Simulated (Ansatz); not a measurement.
# Amorphous poly(propylene oxide) (as short chains C35O12H72): a series in temperature

How do cells made at different temperatures differ in energy, pressure, forces, levels, charges and cost?

Computed with Ansatz 0.2.0: Kohn-Sham DFT, LDA, PAW (set soft_2). Every run is a single point, with the atoms held where the recipe put them (cutoff of the plane-wave runs 420 eV, fermi-dirac smearing of 0.025 eV).

First member: 2 poly(propylene oxide) chains of 11 units with methyl end groups placed at random, at 1.03 g/cm³; overlaps pushed apart, then 20 ps at 800 K with MMFF94 bonds, angles, torsions, charges and radii (Halgren, J. Comput. Chem. 17, 490 (1996)) in harmonic and 12-6 forms. Snapshot after 30 ps at 260 K and fixed volume.

Last member: 2 poly(propylene oxide) chains of 11 units with methyl end groups placed at random, at 0.888 g/cm³; overlaps pushed apart, then 20 ps at 800 K with MMFF94 bonds, angles, torsions, charges and radii (Halgren, J. Comput. Chem. 17, 490 (1996)) in harmonic and 12-6 forms. Snapshot after 30 ps at 440 K and fixed volume.

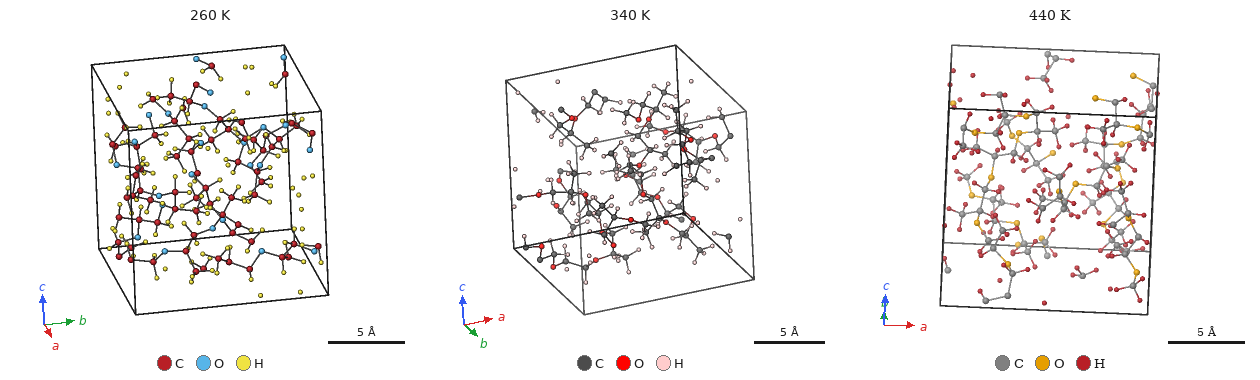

Three members of the series, labelled by temperature. Bonds to atoms that aren't drawn are left out. Some periodic images of atoms are drawn too.

The members:

| temperature (K) | reduced formula | atoms | valence electrons | k-mesh | basis | density (g/cm³) |
| --- | --- | --- | --- | --- | --- | --- |
| 260 | H72C35O12 | 238 | 568 | 1×1×1 | plane waves | 1.03 |
| 300 | H72C35O12 | 238 | 568 | 1×1×1 | plane waves | 1 |
| 340 | H72C35O12 | 238 | 568 | 1×1×1 | plane waves | 0.968 |
| 380 | H72C35O12 | 238 | 568 | 1×1×1 | plane waves | 0.936 |
| 440 | H72C35O12 | 238 | 568 | 1×1×1 | plane waves | 0.888 |

Each cell is one sample from a classical run, so sample-to-sample scatter enters every column; pressures lack the kinetic term, and hold the strain of bonds inside molecules, whose lengths the classical model set.

The input of the first member, without its atom lines; other members have their own cell and atoms, and may differ in mesh, basis and outputs:

```yaml
crystal:
  lattice:
    - [13.01425, 0.0, 0.0]
    - [0.0, 13.01425, 0.0]
    - [0.0, 0.0, 13.01425]
  atoms:
    [... 238 lines ...]
kpoints:
  mp_grid: { grid: [1, 1, 1] }
hamiltonian:
  xc: lda
scf:
  occupations: { method: fermi_dirac, width: 0.025 }
output:
  forces: true
  stress: true
  populations: intrinsic
  dos:
    method: { smearing: { sigma: 0.15 } }
    de: 0.1
    projected: { site_lists: { C: [C], H: [H], O: [O] } }
  eigenvalues: true
  write_density: true
  write_potential: true
  volumetric_format: npy
```

Q: What do these runs give, and what do they cost?

Results; charges are mean intrinsic-atomic-orbital charges in e:

| temperature (K) | energy less the first member's (meV/atom) | pressure (GPa) | r.m.s. force (eV/Å) | gap (eV) | q(C) | q(H) | q(O) |
| --- | --- | --- | --- | --- | --- | --- | --- |
| 260 | 0.0 | -0.0984 | 0.892 | 4.13 | -0.22 | +0.17 | -0.40 |
| 300 | 5.4 | -0.166 | 0.961 | 4.15 | -0.22 | +0.17 | -0.40 |
| 340 | 5.2 | -0.761 | 0.890 | 4.00 | -0.22 | +0.17 | -0.40 |
| 380 | 20.0 | -0.571 | 1.03 | 4.22 | -0.23 | +0.18 | -0.40 |
| 440 | 27.1 | 0.879 | 1.19 | 4.06 | -0.23 | +0.18 | -0.40 |

The gap is that between the highest filled and lowest empty Kohn-Sham level on the run's k-points, and local or semilocal functionals tend to put gaps under measured ones.

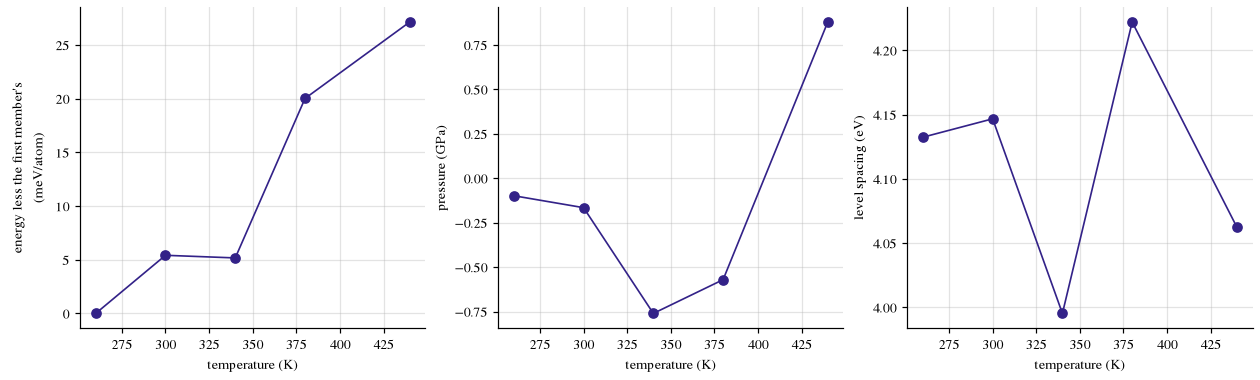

Results against temperature.

Cost on 8 threads of Arm Neoverse V2, shared host:

| temperature (K) | atoms | basis | k-mesh | SCF cycles | time | host memory (GiB) |
| --- | --- | --- | --- | --- | --- | --- |
| 260 | 238 | plane waves | 1×1×1 | 11 | 28 s | 3.0 |
| 300 | 238 | plane waves | 1×1×1 | 11 | 30 s | 3.0 |
| 340 | 238 | plane waves | 1×1×1 | 11 | 29 s | 3.1 |
| 380 | 238 | plane waves | 1×1×1 | 11 | 29 s | 3.2 |
| 440 | 238 | plane waves | 1×1×1 | 11 | 32 s | 3.4 |

Times include the outputs that each run asked for, on hosts shared with other jobs.

The energy against the first member is lowest at 260 K (0.0 meV/atom) and highest at 440 K (27.1 meV/atom), rising overall but not at every step; each member is a single configuration. The gap is lowest at 340 K (4 eV) and highest at 380 K (4.22 eV), with no steady trend; in single samples it varies with the configuration. The density spans 0.888 to 1.03 g/cm³, so the columns mix its effect with that of the temperature. The pressure is lowest at 340 K (-0.76 GPa) and highest at 440 K (0.88 GPa), with no steady trend; the recipes set unlike densities, and the bond lengths of the classical model enter the pressure too. The r.m.s. force lies between 0.89 and 1.2 eV/Å, rising overall but not at every step.

Caveats: The network of contacts between molecules at the start is that of the classical potential that made the cell, and needn't be the one that DFT or experiment would give. The cells aren't relaxed by DFT, which could reorder their energies. The functional has no dispersion term, which matters between molecules.

[Logs are printed without paths, hosts, clocks, repeated set-up lines and the standing remarks that a program may print on its own settings, such as how far it seeks lower states.]

[Hosts, paths, dates, database ids (printed as entryN), source tags and the programs' standing remarks are cut or masked in the printed files.]

[The MMFF94 radii named for the starting cell were scaled by 0.96; in molecules described by MMFF94, hydrogen bound to N, O or S took a small fixed 12-6 site in their place.]
